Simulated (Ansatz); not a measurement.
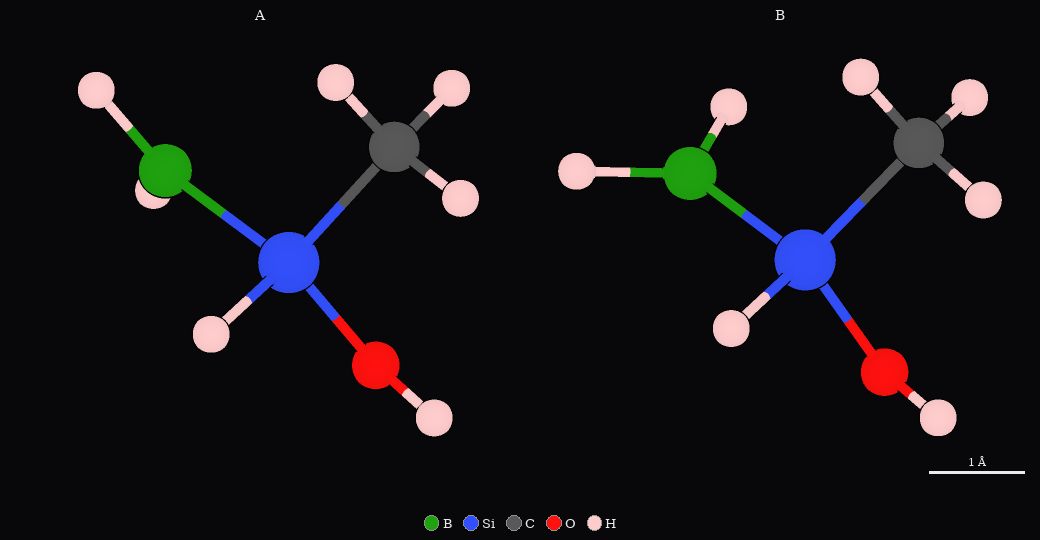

Two geometries of CH₇BOSi (coarse preliminary run), drawn at one scale. One is the start of a relaxation, the other its converged end. Style: ball-and-stick. Shown at a tilt.

Theory: RKS PBE-D4/def2-SVP in Ansatz. Set-up: force threshold 0.03 eV/Å; at most 200 steps.

### Which geometry has the lower energy?

Structure A is the relaxed one. The start comes from a force field. After 17 accepted moves (19 points after the start) the energy has fallen by 8.37 kcal/mol. The largest force component goes from 1.8 to 0.014 eV/Å. The line search rejected the trial steps at points 8, 18 of the run. The forces were under the threshold at step 10, but the run went on from there. An H atom moves most after the best rigid fit: 1.12 Å. By element the largest moves are H 1.12 Å, O 0.16 Å, C 0.14 Å, B 0.12 Å, Si 0.06 Å. Near-neighbour distances that change, for instance: B–Si 1.883 → 2.006 Å, C–H 1.079 → 1.109 Å, H–O 0.947 → 0.973 Å, H–Si 1.501 → 1.522 Å. Among the angles between lasting bonds that change: H–C–H 115.1° → 108.3°, Si–O–H 108.8° → 114.6°, Si–B–H 123.9° → 118.7°. Groups turn about B–Si by about 65°. Cost: 2.5 min on 2 threads of AMD EPYC, on a shared host.
